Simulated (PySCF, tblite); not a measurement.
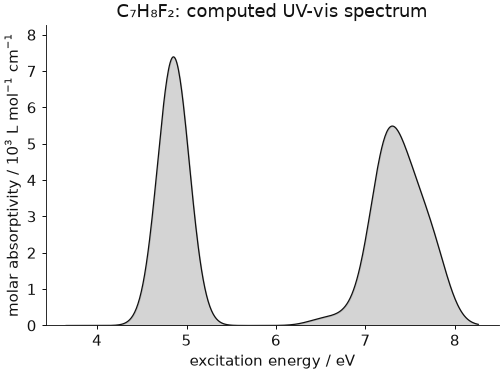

Computed absorption of C₇H₈F₂, SMILES C[C@]1(F)C=CC(F)=CC1. Vertical TDDFT excitations, CAM-B3LYP/def2-SVPD, PySCF, at a GFN2-xTB geometry (a minimum by its frequencies), gas phase. Only the first 8 singlet excitations are included; each is broadened by a Gaussian of 1/e half-width 0.25 eV.

**Does any vertical transition fall in the visible?**

No singlet lies below 3.1 eV (beyond 400 nm), so at this level no vertical transition falls in the visible.

**Where is the lowest singlet, and is it bright?**

S1 lies at 4.85 eV (255 nm) with f = 0.114, mainly HOMO → LUMO (98 %); it is bright.

Caveats: the tight-binding geometry is rougher than a DFT one and adds to the error; core orbitals are frozen in the response.
